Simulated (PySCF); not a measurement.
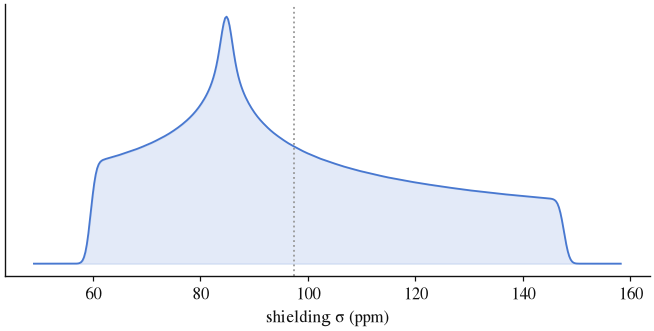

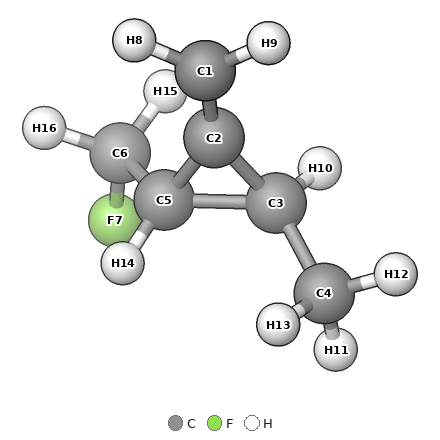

Static powder pattern (¹³C) from GIAO shielding tensors of C₆H₉F, SMILES C=C1[C@@H](C)[C@@H]1CF, PBE0/pcSseg-1 with PySCF 2.14.0, at a GFN2-xTB geometry (no frequency check); absolute shielding, one fixed geometry of the isolated molecule without any motion, no dipolar terms. The dotted line is the isotropic value; skew is 3(σiso − σ22)/span.

Q: The pattern belongs to C6. Give the principal values, span and skew.

A: C6: σ11, σ22, σ33 = 60, 85, 148 ppm, isotropic 97, span 88 ppm, skew 0.43.

Caveats: the tight-binding geometry is rougher than a DFT one and adds to the error; one conformer of a flexible molecule.
